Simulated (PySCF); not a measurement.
Consider C4H10Br2Si (SiEt2Br2).

Input

```
{"job": {"kind": "uv", "xc": "B3LYP", "basis": "def2-SVPD", "ip": false, "nstates": 10}, "charge": 0, "multiplicity": 1}
Si    -0.274595     0.003515    -0.269039
C     -0.665549    -0.003132     1.559170
C     -2.148102     0.001294     1.913045
H     -0.154291     0.878404     1.986172
H     -0.159028    -0.889332     1.981783
H     -2.298599     0.001319     3.003137
H     -2.651060     0.890611     1.503888
H     -2.657062    -0.883966     1.502796
C      1.553445    -0.013684    -0.661810
C      1.905413     0.005334    -2.144675
H      1.965065    -0.912292    -0.168082
H      1.991992     0.855187    -0.139029
H      2.994955    -0.017461    -2.297034
H      1.474595    -0.862692    -2.666506
H      1.515921     0.911291    -2.633283
Br    -1.195786     1.821047    -1.193509
Br    -1.225863    -1.786055    -1.216794
```

Command:

```sh
OMP_NUM_THREADS=1 python probes_run.py task.json out
```

Geometry: PBE0-D3(BJ)/def2-SVP.

These are results of B3LYP/def2-SVPD, SCF density, gas phase (PySCF), not measurements.

> What can the converged electron density and electron localisation function tell about the bonding?

C–C (1.52 Å): ρ is about 1.6 e/Å³ halfway; the ELF peaks at about 0.95 between the atoms; a covalent bond.
C–Si (1.87 Å): ρ is about 1 e/Å³ halfway; the ELF peaks at about 0.95 between the atoms (a shared electron pair).
C–H (1.10 Å): ρ is about 1.9 e/Å³ halfway; the ELF climbs to about 1 towards the hydrogen, as it does in any bond to H (a covalent bond by its length).

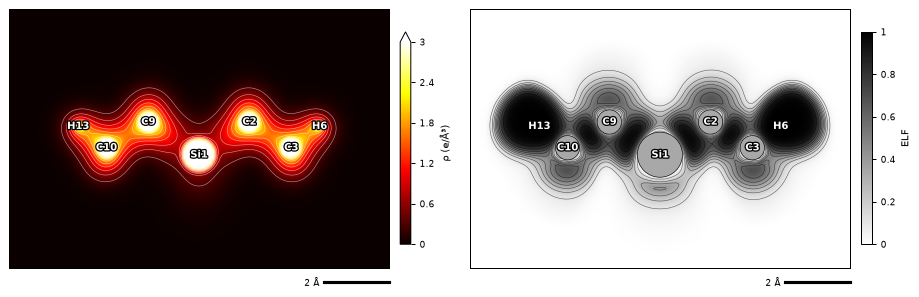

Computed electron density and electron localisation function on the plane of atoms C9, C10 and H13, in this order. Grey discs cover the atomic cores in the ELF map. 
